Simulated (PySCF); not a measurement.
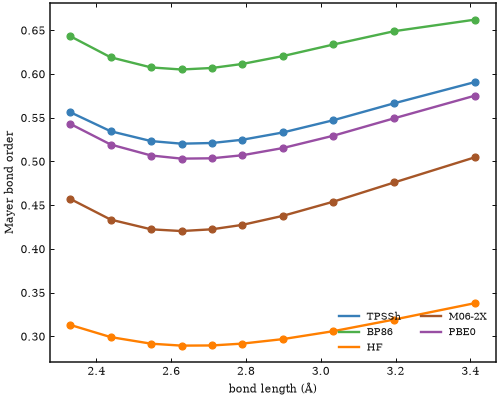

Bond curves of RbC, quartet (excess alpha electrons: σ +1, πx +1, πy +1), def2-TZVPP (ECP), PySCF: Mayer bond order. One reference determinant with the occupation held, the lowest that a PBE0 search over spins and occupations found; no spin-orbit coupling. Straight lines join the computed points. References: UKS for PBE0, M06-2X, BP86 and TPSSh; UHF for HF.

Order the curves at 2.33 Å, where they differ most.

HF 0.31, M06-2X 0.46, PBE0 0.54, TPSSh 0.56, BP86 0.64 , from lowest to highest.

Give the values at the computed points.

| bond length (Å) | TPSSh | BP86 | HF | M06-2X | PBE0 |
| --- | --- | --- | --- | --- | --- |
| 2.33 | 0.56 | 0.64 | 0.31 | 0.46 | 0.54 |
| 2.44 | 0.53 | 0.62 | 0.30 | 0.43 | 0.52 |
| 2.55 | 0.52 | 0.61 | 0.29 | 0.42 | 0.51 |
| 2.63 | 0.52 | 0.61 | 0.29 | 0.42 | 0.50 |
| 2.71 | 0.52 | 0.61 | 0.29 | 0.42 | 0.50 |
| 2.79 | 0.52 | 0.61 | 0.29 | 0.43 | 0.51 |
| 2.90 | 0.53 | 0.62 | 0.30 | 0.44 | 0.52 |
| 3.03 | 0.55 | 0.63 | 0.31 | 0.45 | 0.53 |
| 3.20 | 0.57 | 0.65 | 0.32 | 0.48 | 0.55 |
| 3.41 | 0.59 | 0.66 | 0.34 | 0.50 | 0.58 |

Caveats, for all or some of the runs: lowest determinant of a PBE0 search, another state may lie lower.
